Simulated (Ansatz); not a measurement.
# Si2Ge2H10: how energies converge with the basis set

Aim: see how fast density functionals converge with the basis set for Si2Ge2H10.

Computed with Ansatz 0.2.0, Gaussian basis. Level: one geometry, several basis sets.

Levels to be run: PBE0-D4/def2-SVP; ωB97M-V/def2-SVP; PBE0-D4/def2-QZVPP; ωB97M-V/def2-QZVPP; the functionals' def2-TZVPP values are taken from earlier runs.

## (1) Structure used throughout

All runs share one geometry, relaxed beforehand with PBE0-D4 in a triple-zeta def2 set.

SMILES `[SiH3][GeH2][SiH2][GeH3]`, 14 atoms, charge 0, spin multiplicity 1.

Atoms are counted from 1 here; the program's logs count them from 0.

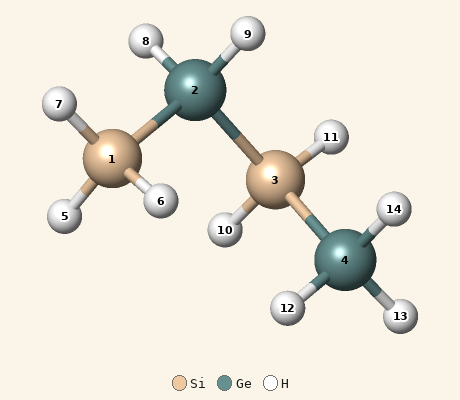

The structure; silicon light orange, germanium teal, hydrogen white; atoms are numbered from 1 in the order of the file.

## (2) PBE0-D4 in def2-SVP

Input file in.yaml:

```yaml
crystal:
  periodic: [false, false, false]
  atoms:
    - {symbol: Si, position_ang: [-2.032752, 0.523151, 1.180302]}
    - {symbol: Ge, position_ang: [-0.363409, -1.170255, 1.098657]}
    - {symbol: Si, position_ang: [1.618433, -0.321373, 0.090280]}
    - {symbol: Ge, position_ang: [1.109155, 0.591200, -2.046756]}
    - {symbol: H, position_ang: [-1.514054, 1.705314, 1.918134]}
    - {symbol: H, position_ang: [-2.381370, 0.941335, -0.203423]}
    - {symbol: H, position_ang: [-3.261081, 0.032382, 1.859181]}
    - {symbol: H, position_ang: [-0.064047, -1.687968, 2.518595]}
    - {symbol: H, position_ang: [-0.882735, -2.358419, 0.266256]}
    - {symbol: H, position_ang: [2.186242, 0.748624, 0.956257]}
    - {symbol: H, position_ang: [2.637257, -1.398074, -0.050235]}
    - {symbol: H, position_ang: [0.131936, 1.769480, -1.893363]}
    - {symbol: H, position_ang: [2.374582, 1.097684, -2.759264]}
    - {symbol: H, position_ang: [0.441834, -0.473080, -2.934632]}
basis:
  gaussian: {orbitals: def2-SVP}
hamiltonian: {xc: pbe0, dispersion: d4}
output: {orbitals: {seedname: orbitals}}
```

Launch:

```console
$ ansatz run in.yaml --threads 4 --pin off --events-out ev --progress --plain --max-ram 11315MiB
```

The log of the run:

```text
Functional definition: PBE0
  name "PBE0"
  cite "Adamo & Barone, J. Chem. Phys. 110, 6158 (1999) doi:10.1063/1.478522"
  cite "Perdew, Burke & Ernzerhof, Phys. Rev. Lett. 77, 3865 (1996) doi:10.1103/PhysRevLett.77.3865"
  parent pbe
  parameter a = 0.25
  parameter kappa = 0.804
  parameter beta = 0.06672455060314922
  exchange = (1 - a)*pbe_x(kappa = kappa, mu = beta*pi^2/3) + a*exact_x
  correlation = pbe_c(beta = beta)
1477 factors; integrals over basis functions are off by at most 1.3e-3 eV
mean field evaluation 1: about -128913.8292 eV, gradient 1.9e1 eV
mean field evaluation 2: about -128914.1541 eV, gradient 1.6e1 eV
mean field evaluation 4: about -128914.3948 eV, gradient 3.1e-1 eV
mean field evaluation 8: about -128914.4414 eV, gradient 5.1e-2 eV
mean field -128914.44139188 eV, -4737.5183398047 hartree, gradient 7.7e-5 eV, S^2 0.000000; 0 other end points of the search recorded, 0 dependent functions left out
reference -128914.44142820 eV, -4737.5183411393 hartree; 51, 51 occupied and 99, 99 virtual orbitals, 1477 factors
Total energy: -128914.75932686 eV, -4737.5300236996 hartree
```

Run time: 2.6 s. Hardware: 4 threads of Arm Neoverse V1, shared host; peak memory 0.47 GiB.

## (3) ωB97M-V in def2-SVP

in.yaml, as its differences from that of step 2:

```diff
@@ -19,3 +19,3 @@
   gaussian: {orbitals: def2-SVP}
-hamiltonian: {xc: pbe0, dispersion: d4}
+hamiltonian: {xc: {name: wB97M-V}}
 output: {orbitals: {seedname: orbitals}}
```

Launched as before.

The log of the run, cut to the lines that bear on the results:

```text
Functional definition: wB97M-V
  name "wB97M-V"
  cite "Mardirossian & Head-Gordon, J. Chem. Phys. 144, 214110 (2016) doi:10.1063/1.4952647"
  cite "Becke, J. Chem. Phys. 107, 8554 (1997) doi:10.1063/1.475007"
  cite "Vydrov & Van Voorhis, J. Chem. Phys. 133, 244103 (2010) doi:10.1063/1.3521275"
  # Of w^i u^j: cxij and so on, Table III.
[...]
  gx(w, u) = 1 - cx + cx01*u + cx10*w
  gss(w, u) = css00 + css04*u^4 + css10*w + css20*w^2 + css43*w^4*u^3
  gos(w, u) = cos00 + cos10*w + (cos20 + cos21*u)*w^2 + (cos60 + cos61*u)*w^6
[...]
      + integral(e_c_pw_mod_opposite_spin*gos(b97_w_opposite, b97_u_opposite)) + vv10(b, c)
1477 factors; integrals over basis functions are off by at most 1.3e-3 eV
501 factors; integrals over basis functions are off by at most 5.4e-6 eV
[...]
mean field -128926.94218713 eV, -4737.9777355569 hartree, gradient 6.7e-5 eV, S^2 0.000000; 0 other end points of the search recorded, 0 dependent functions left out
reference -128926.94224455 eV, -4737.9777376672 hartree; 51, 51 occupied and 99, 99 virtual orbitals, 1477 factors
Total energy: -128926.94224455 eV, -4737.9777376672 hartree
```

Run time: 9.5 s. Hardware: 4 threads of Arm Neoverse V1, shared host; peak memory 0.7 GiB.

## (4) PBE0-D4 in def2-QZVPP

in.yaml, as its differences from that of step 3:

```diff
@@ -18,4 +18,4 @@
 basis:
-  gaussian: {orbitals: def2-SVP}
-hamiltonian: {xc: {name: wB97M-V}}
+  gaussian: {orbitals: "def2-QZVPP.json"}
+hamiltonian: {xc: pbe0, dispersion: d4}
 output: {orbitals: {seedname: orbitals}}
```

Same command.

The log of the run:

```text
Functional definition: PBE0
  name "PBE0"
  cite "Adamo & Barone, J. Chem. Phys. 110, 6158 (1999) doi:10.1063/1.478522"
  cite "Perdew, Burke & Ernzerhof, Phys. Rev. Lett. 77, 3865 (1996) doi:10.1103/PhysRevLett.77.3865"
  parent pbe
  parameter a = 0.25
  parameter kappa = 0.804
  parameter beta = 0.06672455060314922
  exchange = (1 - a)*pbe_x(kappa = kappa, mu = beta*pi^2/3) + a*exact_x
  correlation = pbe_c(beta = beta)
2502 factors; their error is unknown
mean field evaluation 1: about -128936.0180 eV, gradient 2.4e1 eV
mean field evaluation 2: about -128936.5967 eV, gradient 2.2e1 eV
mean field evaluation 4: about -128936.9358 eV, gradient 8.8e-1 eV
mean field evaluation 8: about -128937.2237 eV, gradient 5.7e-1 eV
mean field -128937.22372184 eV, -4738.3555749885 hartree, gradient 8.4e-5 eV, S^2 0.000000; 0 other end points of the search recorded, 0 dependent functions left out
reference -128937.22377956 eV, -4738.3555771096 hartree; 51, 51 occupied and 567, 567 virtual orbitals, 2502 factors
Total energy: -128937.54167822 eV, -4738.3672596699 hartree
```

Run time: 26 s. Hardware: 4 threads of Arm Neoverse V1, shared host; peak memory 3.6 GiB.

## (5) ωB97M-V in def2-QZVPP

in.yaml, as its differences from that of step 4:

```diff
@@ -19,3 +19,3 @@
   gaussian: {orbitals: "def2-QZVPP.json"}
-hamiltonian: {xc: pbe0, dispersion: d4}
+hamiltonian: {xc: {name: wB97M-V}}
 output: {orbitals: {seedname: orbitals}}
```

The command is unchanged.

The log of the run, cut to the lines that bear on the results:

```text
Functional definition: wB97M-V
  name "wB97M-V"
  cite "Mardirossian & Head-Gordon, J. Chem. Phys. 144, 214110 (2016) doi:10.1063/1.4952647"
  cite "Becke, J. Chem. Phys. 107, 8554 (1997) doi:10.1063/1.475007"
  cite "Vydrov & Van Voorhis, J. Chem. Phys. 133, 244103 (2010) doi:10.1063/1.3521275"
  # Of w^i u^j: cxij and so on, Table III.
[...]
  gx(w, u) = 1 - cx + cx01*u + cx10*w
  gss(w, u) = css00 + css04*u^4 + css10*w + css20*w^2 + css43*w^4*u^3
  gos(w, u) = cos00 + cos10*w + (cos20 + cos21*u)*w^2 + (cos60 + cos61*u)*w^6
[...]
      + integral(e_c_pw_mod_opposite_spin*gos(b97_w_opposite, b97_u_opposite)) + vv10(b, c)
2438 factors; their error is unknown
552 factors; integrals over basis functions are off by at most 9.9e-6 eV
[...]
mean field -128949.70863731 eV, -4738.8143871695 hartree, gradient 3.0e-5 eV, S^2 0.000000; 0 other end points of the search recorded, 0 dependent functions left out
reference -128949.70872815 eV, -4738.8143905076 hartree; 51, 51 occupied and 567, 567 virtual orbitals, 2438 factors
Total energy: -128949.70872815 eV, -4738.8143905076 hartree
```

Wall time 51 s (4 threads of Arm Neoverse V1, shared host); peak memory 4.2 GiB.

## (6) Functionals by basis

The def2-TZVPP values come from earlier runs at the same geometry.

| functional | basis | functions | energy (eV) | from the largest (eV) | HOMO (eV) | LUMO (eV) |
| --- | --- | --- | --- | --- | --- | --- |
| PBE0-D4 | def2-SVP | 150 | -128914.7593 | 22.782 | -7.85 | 0.00 |
| PBE0-D4 | def2-TZVPP | 320 | -128934.5694 | 2.972 | -7.81 | -0.19 |
| PBE0-D4 | def2-QZVPP | 618 | -128937.5417 | 0.000 | -7.81 | -0.29 |
| ωB97M-V | def2-SVP | 150 | -128926.9422 | 22.766 | -9.76 | 1.82 |
| ωB97M-V | def2-TZVPP | 320 | -128946.8234 | 2.885 | -9.75 | 1.46 |
| ωB97M-V | def2-QZVPP | 618 | -128949.7087 | 0.000 | -9.75 | 1.12 |

## (7) Results

| quantity | value |
| --- | --- |
| PBE0-D4: double and triple zeta above quadruple | 22.78, 2.97 eV |
| ωB97M-V: double and triple zeta above quadruple | 22.77, 2.89 eV |

In words: For PBE0-D4 the step from double to triple zeta gains 19.81 eV and the next only 2.97 eV. These are total energies; as a rule much of such shifts cancels in differences, which this series doesn't test. The LUMO of ωB97M-V is positive and keeps falling with the basis (1.82 to 1.12 eV): an unbound level that the basis holds in place.

For PBE0-D4 the largest set took about 10 times as long as the smallest (26 s against 2.6 s).
